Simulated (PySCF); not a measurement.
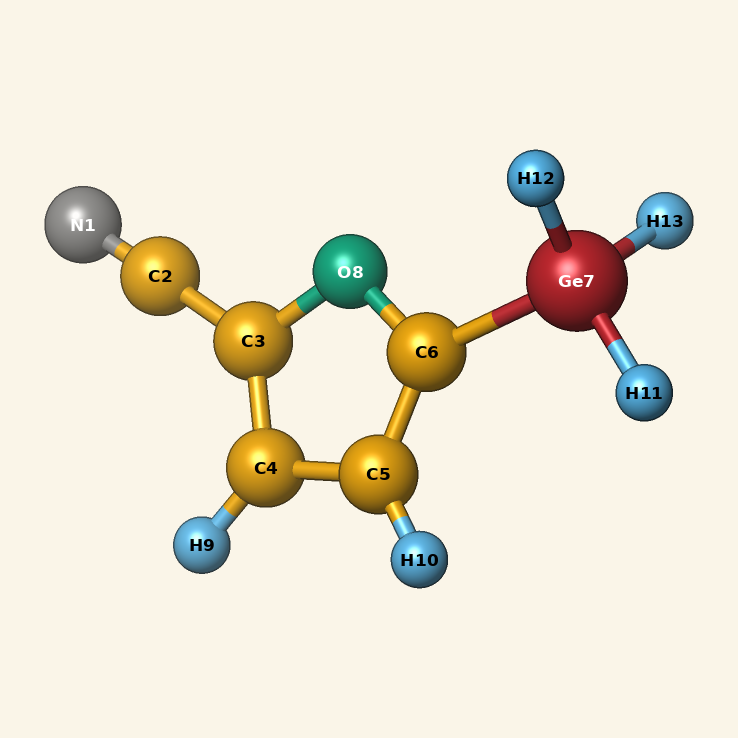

The computed structure is the end point of a PBE0-D3(BJ)/def2-SVP optimisation. No frequency run is at hand to confirm it as a minimum. Method: TDDFT PBE0/def2-SVPD, vertical, gas phase, core orbitals frozen in the response (PySCF 2.14.0), and the same with a continuum solvent (IEF-PCM, Bondi radii x 1.2, gas-phase geometry).

How do dipole (D), HOMO–LUMO gap (eV), lowest singlet (eV) change in benzene (ε = 2.3), dimethylsulfoxide (ε = 46.8)?

```json
{"medium": "gas phase", "dipole (D)": "4.83", "HOMO–LUMO gap (eV)": "5.74", "lowest singlet (eV)": "5.25"}
{"medium": "benzene", "dipole (D)": "5.57", "HOMO–LUMO gap (eV)": "5.71", "lowest singlet (eV)": "5.08"}
{"medium": "dimethylsulfoxide", "dipole (D)": "6.49", "HOMO–LUMO gap (eV)": "5.68", "lowest singlet (eV)": "5.05"}
```
